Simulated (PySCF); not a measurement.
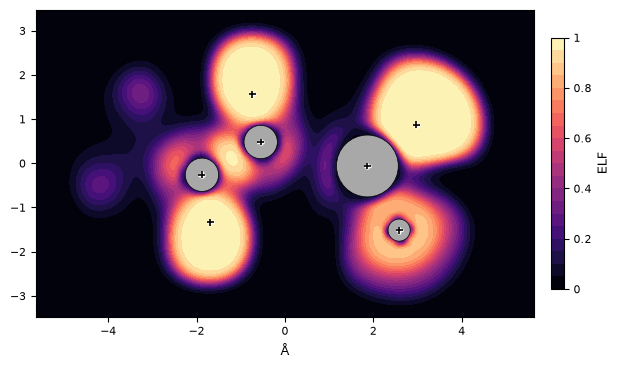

The ELF on a plane through atoms (crosses mark nuclei in the plane; grey discs cover the cores).

Method: CAM-B3LYP/def2-SVPD, SCF density, gas phase in PySCF 2.14.0.

Candidates:
A. C3H8F2Ge (SMILES FC[C@H](F)[CH2][GeH3])
B. C5H11FSi

**Which candidate gave the map?**

Candidate B: C5H11FSi on the plane of atoms F6, Si5 and H16, which holds C, Si, F and H. C–C (1.52 Å): the ELF peaks at about 0.95 between the atoms: a shared electron pair. Si–F (1.62 Å): the ELF peaks at about 0.85 in the valence shell of F, 0.6 Å from its nucleus, and is about 0.45 at the midpoint.
